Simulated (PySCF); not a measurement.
SMILES [Si]([SiH2][GeH3])(C)(C)C (C₃H₁₄GeSi₂) at its GFN2-xTB optimised geometry (Å):

```
20

C     -0.6196    -1.8847    -1.5933
Si    -0.0334    -1.0040     0.0000
C      1.8791    -1.0040     0.0000
C     -0.6387    -2.0071     1.5087
Si    -0.8239     1.1956     0.0000
Ge    -0.2111     2.2768    -1.9854
H     -0.2007    -2.8829    -1.6868
H     -1.7014    -1.9813    -1.6156
H     -0.3241    -1.3217    -2.4754
H      2.2861    -2.0080    -0.0807
H      2.2737    -0.5643     0.9113
H      2.2663    -0.4266    -0.8353
H     -0.2733    -3.0298     1.4835
H     -0.2986    -1.5608     2.4382
H     -1.7231    -2.0478     1.5440
H     -0.3112     2.0080     1.1131
H     -2.2861     1.2992     0.1155
H     -0.8501     1.7344    -3.2343
H      1.2521     2.1846    -2.3248
H     -0.4728     3.7519    -2.1087
```

Method: PBE/def2-SVP in PySCF. Cells within 0.4 Å of a nucleus heavier than hydrogen are left out (blank, or x).

Map of the HOMO amplitude (bohr^(-3/2)) on the plane z = 0.0 Å; orbital energy -6.60 eV, overall sign arbitrary:

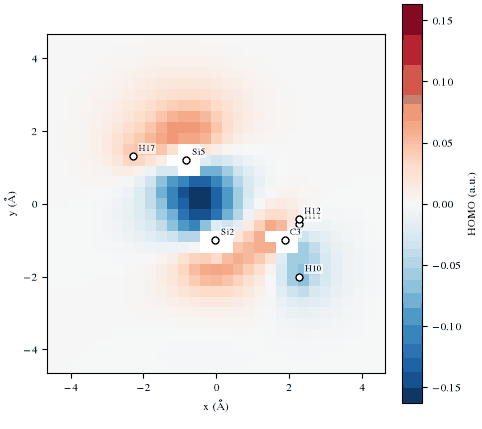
Figure. HOMO amplitude (bohr^(-3/2)) on the plane z = 0.0 Å.
